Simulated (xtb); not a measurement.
Geometry relaxation of Si2F6 (part 2 of 3)

Si2F6, SMILES F[Si](F)(F)[Si](F)(F)F; GFN2-xTB (xtb 6.7.1 later snapshot). 

Geometry of the input (Å):
```
F  0.3482  -1.8573  1.2913
Si 0.7570  -0.8030  0.1697
F  0.9276  -1.6670  -1.0626
F  2.1495  -0.3471  0.4730
Si -0.7982  0.7864  -0.2017
F  -0.9948  1.8103  1.1408
F  -0.2786  1.9519  -1.2281
F  -2.3065  0.3444  -0.4320
```

### Output, continued
```
 iter      E             dE          RMSdq      gap      omega  full diag
   1    -32.3310686 -0.323311E+02  0.462E-02    6.26       0.0  T
   2    -32.3310688 -0.259648E-06  0.289E-02    6.26       1.2  T
   3    -32.3310688 -0.218028E-07  0.925E-03    6.26       3.8  T
   4    -32.3310688  0.195285E-07  0.266E-03    6.26      13.3  T
   5    -32.3310689 -0.387885E-07  0.113E-03    6.26      31.3  T
   6    -32.3310689 -0.999449E-10  0.160E-04    6.26     221.1  T
   7    -32.3310689 -0.109637E-10  0.492E-05    6.26     718.7  T
     SCC iter.                  ...        0 min,  0.002 sec
     gradient                   ...        0 min,  0.002 sec
 * total energy  :   -32.2320401 Eh     change       -0.2794826E-05 Eh
   gradient norm :     0.0005735 Eh/a0  converged?    E=T G=T D=F
   step length   :     0.0137657 a0

   *** GEOMETRY OPTIMIZATION CONVERGED AFTER 8 CYCLES ***

------------------------------------------------------------------------
 total energy gain   :        -0.0208612 Eh      -13.0906 kcal/mol
 total RMSD          :         0.1620252 a0        0.0857 Å
 total power (kW/mol):        -6.8463881 (step)-1184.4016 (real)
------------------------------------------------------------------------

 L-ANCopt (total)              0 d,  0 h,  0 min,  0.046 sec
 setup                          ...        0 min,  0.000 sec (  0.249%)
 model hessian                  ...        0 min,  0.000 sec (  0.386%)
 ANC generation                 ...        0 min,  0.000 sec (  0.342%)
 coordinate transformation      ...        0 min,  0.000 sec (  0.058%)
 Rational function              ...        0 min,  0.000 sec (  0.058%)
 singlepoint calculation        ...        0 min,  0.045 sec ( 97.349%)
 optimization log               ...        0 min,  0.000 sec (  1.000%)
 hessian update                 ...        0 min,  0.000 sec (  0.046%)

================
 final structure:
================
$coord
        0.64232563947332       -3.45452872593114        2.46563511109869      f
        1.35324671689098       -1.52389122017792        0.29393318611219      si
        1.73843922371317       -3.24805863146779       -2.11964522325363      f
        4.11469457639000       -0.60803613472523        0.98611219798962      f
       -1.44637125300956        1.62666774684442       -0.22237008925158      si
       -1.84156224325499        3.33050033162788        2.20383762932888      f
       -0.72707036435946        3.56989050336866       -2.38005532573399      f
       -4.20382582886209        0.72079466161071       -0.94302540516999      f
$end

 Bond Distances (Angstroems)
 ---------------------------
F1-Si2=1.5830        Si2-F1=1.5830        Si2-F3=1.5828        Si2-F4=1.5825        Si2-Si5=2.2470       F3-Si2=1.5828
F4-Si2=1.5825        Si5-Si2=2.2470       Si5-F6=1.5827        Si5-F7=1.5830        Si5-F8=1.5825        F6-Si5=1.5827
F7-Si5=1.5830        F8-Si5=1.5825
 Si F  Rav=1.5828 sigma=0.0002  Rmin=1.5825  Rmax=1.5830     6
 Si Si Rav=2.2470 sigma=0.0000  Rmin=2.2470  Rmax=2.2470     1

 selected bond angles (degree)
 --------------------
F3-Si2-F1=104.15               F4-Si2-F1=104.42               F4-Si2-F3=104.15               Si5-Si2-F1=114.23
Si5-Si2-F3=114.49              Si5-Si2-F4=114.19              F6-Si5-Si2=114.28              F7-Si5-Si2=114.28
F7-Si5-F6=104.29               F8-Si5-Si2=114.36              F8-Si5-F6=104.25               F8-Si5-F7=104.16

 selected dihedral angles (degree)
 ---------------------------------
F6-Si5-Si2-F1= 59.54          F6-Si5-Si2-F3=179.51          F6-Si5-Si2-F4=299.44          F7-Si5-Si2-F1=179.57
F7-Si5-Si2-F3=299.54          F7-Si5-Si2-F4= 59.47          F8-Si5-Si2-F1=299.49          F8-Si5-Si2-F3= 59.46
F8-Si5-Si2-F4=179.39
           -------------------------------------------------
          |                Final Singlepoint                |
           -------------------------------------------------

          ...................................................
          :                      SETUP                      :
          :.................................................:
          :  # basis functions                  44          :
          :  # atomic orbitals                  42          :
          :  # shells                           18          :
          :  # electrons                        50          :
          :  max. iterations                   250          :
          :  Hamiltonian                  GFN2-xTB          :
          :  restarted?                      false          :
          :  GBSA solvation                  false          :
          :  PC potential                    false          :
          :  electronic temp.          300.0000000     K    :
          :  accuracy                    1.0000000          :
          :  -> integral cutoff          0.2500000E+02      :
          :  -> integral neglect         0.1000000E-07      :
          :  -> SCF convergence          0.1000000E-05 Eh   :
          :  -> wf. convergence          0.1000000E-03 e    :
          :  Broyden damping             0.4000000          :
          :  net charge                          0          :
          :  unpaired electrons                  0          :
          ...................................................

 iter      E             dE          RMSdq      gap      omega  full diag
   1    -32.3310689 -0.323311E+02  0.172E-05    6.26       0.0  T
   2    -32.3310689 -0.497380E-13  0.112E-05    6.26    3169.2  T
   3    -32.3310689  0.000000E+00  0.525E-06    6.26    6728.2  T

   *** convergence criteria satisfied after 3 iterations ***

         #    Occupation            Energy/Eh            Energy/eV
      -------------------------------------------------------------
         1        2.0000           -0.9865785             -26.8462
       ...           ...                  ...                  ...
        19        2.0000           -0.5540830             -15.0774
        20        2.0000           -0.5540452             -15.0763
        21        2.0000           -0.5534084             -15.0590
        22        2.0000           -0.5533707             -15.0580
        23        2.0000           -0.5531157             -15.0510
        24        2.0000           -0.5531090             -15.0509
        25        2.0000           -0.4861244             -13.2281 (HOMO)
        26                         -0.2562287              -6.9723 (LUMO)
        27                         -0.2560389              -6.9672
        28                         -0.1527319              -4.1560
        29                         -0.1382045              -3.7607
        30                         -0.1381654              -3.7597
       ...                                ...                  ...
        42                          1.0653223              28.9889
      -------------------------------------------------------------
                  HL-Gap            0.2298957 Eh            6.2558 eV
             Fermi-level           -0.3711766 Eh          -10.1002 eV

 SCC (total)                   0 d,  0 h,  0 min,  0.004 sec
 SCC setup                      ...        0 min,  0.000 sec (  1.061%)
 Dispersion                     ...        0 min,  0.000 sec (  0.367%)
 classical contributions        ...        0 min,  0.000 sec (  0.121%)
 integral evaluation            ...        0 min,  0.001 sec ( 24.088%)
 iterations                     ...        0 min,  0.001 sec ( 28.030%)
 molecular gradient             ...        0 min,  0.002 sec ( 43.864%)
 printout                       ...        0 min,  0.000 sec (  2.153%)

         :::::::::::::::::::::::::::::::::::::::::::::::::::::
         ::                     SUMMARY                     ::
         :::::::::::::::::::::::::::::::::::::::::::::::::::::
         :: total energy             -32.232040056893 Eh    ::
         :: gradient norm              0.000573761680 Eh/a0 ::
         :: HOMO-LUMO gap              6.255780358778 eV    ::
         ::.................................................::
         :: SCC energy               -32.331063210909 Eh    ::
         :: -> isotropic ES            0.085778396730 Eh    ::
         :: -> anisotropic ES          0.001533958785 Eh    ::
         :: -> anisotropic XC         -0.006893497949 Eh    ::
         :: -> dispersion             -0.005790294644 Eh    ::
         :: repulsion energy           0.099023154015 Eh    ::
         :: add. restraining           0.000000000000 Eh    ::
         :: total charge               0.000000000000 e     ::
         :::::::::::::::::::::::::::::::::::::::::::::::::::::

           -------------------------------------------------
          |                Property Printout                |
           -------------------------------------------------

    * Orbital Energies and Occupations

         #    Occupation            Energy/Eh            Energy/eV
      -------------------------------------------------------------
         1        2.0000           -0.9865785             -26.8462
       ...           ...                  ...                  ...
        13        2.0000           -0.5832571             -15.8712
        14        2.0000           -0.5734861             -15.6054
        15        2.0000           -0.5653533             -15.3840
        16        2.0000           -0.5653311             -15.3834
        17        2.0000           -0.5646895             -15.3660
        18        2.0000           -0.5646702             -15.3655
        19        2.0000           -0.5540830             -15.0774
        20        2.0000           -0.5540452             -15.0763
        21        2.0000           -0.5534084             -15.0590
        22        2.0000           -0.5533707             -15.0580
        23        2.0000           -0.5531157             -15.0510
        24        2.0000           -0.5531090             -15.0509
        25        2.0000           -0.4861244             -13.2281 (HOMO)
        26                         -0.2562287              -6.9723 (LUMO)
        27                         -0.2560389              -6.9672
        28                         -0.1527319              -4.1560
        29                         -0.1382045              -3.7607
        30                         -0.1381654              -3.7597
        31                         -0.0773842              -2.1057
        32                          0.0069434               0.1889
        33                          0.0071312               0.1941
        34                          0.0462626               1.2589
        35                          0.0468221               1.2741
        36                          0.2872590               7.8167
       ...                                ...                  ...
        42                          1.0653223              28.9889
      -------------------------------------------------------------
                  HL-Gap            0.2298957 Eh            6.2558 eV
             Fermi-level           -0.3711766 Eh          -10.1002 eV

     #   Z          covCN         q      C6AA      α(0)
     1   9          0.705    -0.220    11.456     3.997
     2  14          3.075     0.660   154.534    26.893
     3   9          0.705    -0.220    11.454     3.996
     4   9          0.705    -0.220    11.454     3.996
     5  14          3.075     0.660   154.534    26.893
     6   9          0.705    -0.220    11.453     3.996
     7   9          0.705    -0.220    11.457     3.997
     8   9          0.705    -0.220    11.454     3.996

 Mol. C6AA /au·bohr⁶  :       1897.518794
 Mol. C8AA /au·bohr⁸  :      81601.324982
 Mol. α(0) /au        :         77.763122

Wiberg/Mayer (AO) data.
largest (>0.10) Wiberg bond orders for each atom

 ---------------------------------------------------------------------------
     #   Z sym  total        # sym  WBO       # sym  WBO       # sym  WBO
 ---------------------------------------------------------------------------
     1   9      1.264 --     2      1.164
     2  14      4.296 --     4      1.165     3      1.164     1      1.164
                             5      0.737
     3   9      1.265 --     2      1.164
     4   9      1.265 --     2      1.165
     5  14      4.296 --     6      1.165     8      1.164     7      1.164
                             2      0.737
     6   9      1.265 --     5      1.165
     7   9      1.264 --     5      1.164
     8   9      1.265 --     5      1.164
 ---------------------------------------------------------------------------

Topologies differ in total number of bonds
Writing topology from bond orders to xtbtopo.mol

molecular dipole:
                 x           y           z       tot (Debye)
 q only:       -0.001      -0.000       0.001
   full:       -0.000       0.000       0.003       0.007
molecular quadrupole (traceless):
                xx          xy          yy          xz          yz          zz
 q only:       -0.604       2.929      -1.308      -0.475       0.547       1.912
  q+dip:       -0.778       3.770      -1.683      -0.612       0.703       2.460
   full:       -0.699       3.389      -1.517      -0.541       0.630       2.217

           -------------------------------------------------
          |                Geometry Summary                 |
           -------------------------------------------------

      molecular mass/u    :      170.1614164
   center of mass at/Å    :       -0.0244994       0.0273254       0.0188266
  moments of inertia/u·Å² :        0.2371959E+03   0.5485131E+03   0.5487120E+03
rotational constants/cm⁻¹ :        0.7107050E-01   0.3073332E-01   0.3072219E-01

 * 7 selected distances

     #   Z          #   Z                                           value/Å
     1   9          2  14                                         1.5830326
     2  14          3   9                                         1.5828051
     2  14          4   9                                         1.5825405 (min)
     2  14          5  14                                         2.2470073 (max)
     5  14          6   9                                         1.5827359
     5  14          7   9                                         1.5830375
     5  14          8   9                                         1.5825414

 * 2 distinct bonds (by element types)

   Z      Z             #   av. dist./Å        max./Å        min./Å
   9 F   14 Si          6     1.5827822     1.5830375     1.5825405
  14 Si  14 Si          1     2.2470073     2.2470073     2.2470073

optimized geometry written to: xtbopt.coord

           -------------------------------------------------
          | TOTAL ENERGY              -32.232040056893 Eh   |
          | GRADIENT NORM               0.000573761680 Eh/α |
          | HOMO-LUMO GAP               6.255780358778 eV   |
           -------------------------------------------------

------------------------------------------------------------------------
------------------------------------------------------------------------
 total:
 *  cpu-time:     0 d,  0 h,  0 min,  0.068 sec
 * ratio c/w:     1.000 speedup
 SCF:
 *  cpu-time:     0 d,  0 h,  0 min,  0.008 sec
 * ratio c/w:     1.000 speedup
 ANC optimizer:
 *  cpu-time:     0 d,  0 h,  0 min,  0.052 sec
 * ratio c/w:     1.000 speedup
```

### Standard error
```
normal termination of xtb
```

### Trajectory as extended XYZ (Å, eV, eV/Å), 10 frames, from step=0 to step=9
```
8
Properties=species:S:1:pos:R:3 step=0 energy=-876.51083
F     0.3482   -1.8573    1.2913
Si    0.7570   -0.8030    0.1697
F     0.9276   -1.6670   -1.0626
F     2.1495   -0.3471    0.4730
Si   -0.7982    0.7864   -0.2017
F    -0.9948    1.8103    1.1408
F    -0.2786    1.9519   -1.2281
F    -2.3065    0.3444   -0.4320
8
Properties=species:S:1:pos:R:3 step=1 energy=-876.86945
F     0.3284   -1.8425    1.2883
Si    0.7368   -0.8104    0.1504
F     0.9380   -1.7088   -1.0927
F     2.1536   -0.3195    0.4814
Si   -0.7831    0.8141   -0.1609
F    -1.0085    1.8172    1.1381
F    -0.2892    1.9307   -1.2228
F    -2.2719    0.3379   -0.4312
8
Properties=species:S:1:pos:R:3 step=2 energy=-877.05685
F     0.3155   -1.8289    1.2958
Si    0.7089   -0.8223    0.1374
F     0.9672   -1.7632   -1.1131
F     2.1454   -0.2719    0.5104
Si   -0.7788    0.8537   -0.1446
F    -0.9593    1.7571    1.1387
F    -0.3392    1.9231   -1.2307
F    -2.2555    0.3713   -0.4435
8
Properties=species:S:1:pos:R:3 step=3 energy=-877.06638
F     0.3148   -1.8248    1.2931
Si    0.7065   -0.8084    0.1448
F     0.9393   -1.7358   -1.1192
F     2.1552   -0.2851    0.5111
Si   -0.7671    0.8512   -0.1300
F    -0.9688    1.7626    1.1433
F    -0.3396    1.9020   -1.2379
F    -2.2362    0.3570   -0.4547
8
Properties=species:S:1:pos:R:3 step=4 energy=-877.07507
F     0.3292   -1.8333    1.2941
Si    0.7175   -0.8033    0.1591
F     0.9095   -1.7095   -1.1254
F     2.1846   -0.3221    0.5143
Si   -0.7635    0.8641   -0.1116
F    -0.9961    1.7844    1.1528
F    -0.3571    1.8861   -1.2538
F    -2.2200    0.3523   -0.4790
8
Properties=species:S:1:pos:R:3 step=5 energy=-877.07715
F     0.3348   -1.8328    1.2990
Si    0.7180   -0.8025    0.1619
F     0.9070   -1.7080   -1.1238
F     2.1869   -0.3256    0.5171
Si   -0.7638    0.8640   -0.1153
F    -0.9896    1.7744    1.1589
F    -0.3692    1.8863   -1.2580
F    -2.2201    0.3629   -0.4894
8
Properties=species:S:1:pos:R:3 step=6 energy=-877.07826
F     0.3390   -1.8302    1.3036
Si    0.7170   -0.8042    0.1595
F     0.9132   -1.7143   -1.1216
F     2.1830   -0.3241    0.5195
Si   -0.7645    0.8629   -0.1181
F    -0.9805    1.7645    1.1659
F    -0.3814    1.8875   -1.2603
F    -2.2217    0.3767   -0.4981
8
Properties=species:S:1:pos:R:3 step=7 energy=-877.07841
F     0.3394   -1.8292    1.3041
Si    0.7165   -0.8053    0.1575
F     0.9168   -1.7171   -1.1214
F     2.1803   -0.3226    0.5204
Si   -0.7649    0.8621   -0.1179
F    -0.9777    1.7631    1.1667
F    -0.3834    1.8881   -1.2600
F    -2.2228    0.3797   -0.4988
8
Properties=species:S:1:pos:R:3 step=8 energy=-877.07849
F     0.3399   -1.8281    1.3048
Si    0.7161   -0.8064    0.1555
F     0.9199   -1.7188   -1.1217
F     2.1774   -0.3218    0.5218
Si   -0.7654    0.8608   -0.1177
F    -0.9745    1.7624    1.1662
F    -0.3847    1.8891   -1.2595
F    -2.2246    0.3814   -0.4990
8
Properties=species:S:1:pos:R:3 step=9 energy=-877.07849
F     0.3399   -1.8281    1.3048
Si    0.7161   -0.8064    0.1555
F     0.9199   -1.7188   -1.1217
F     2.1774   -0.3218    0.5218
Si   -0.7654    0.8608   -0.1177
F    -0.9745    1.7624    1.1662
F    -0.3847    1.8891   -1.2595
F    -2.2246    0.3814   -0.4990
```

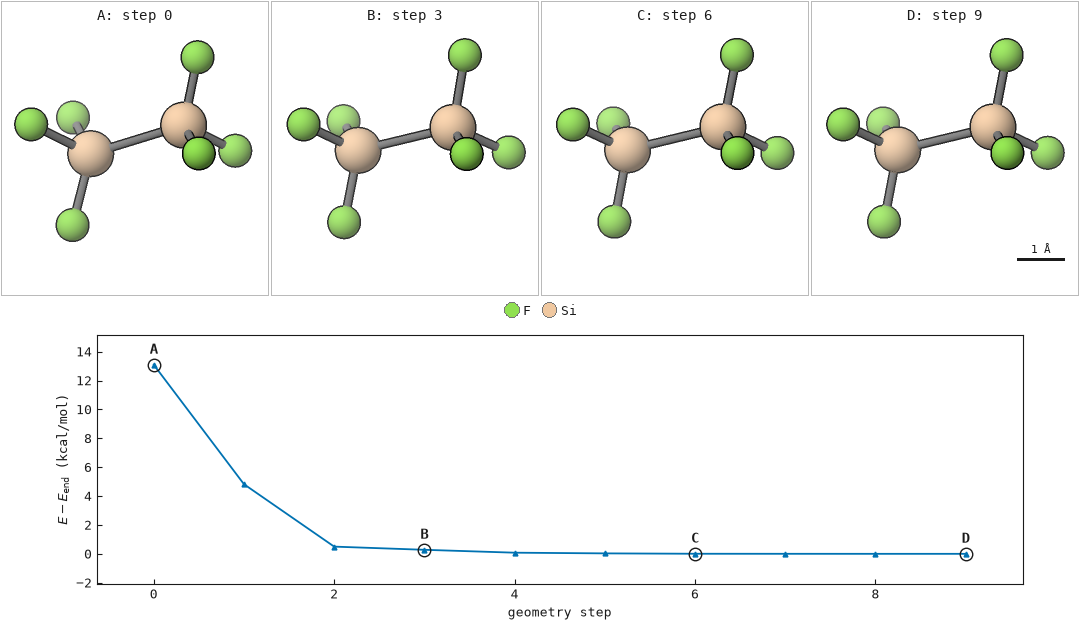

Frames of the relaxation (ball-and-stick view, seen at a tilt) above the curves, on which the letters mark them (steps are counted from 0).
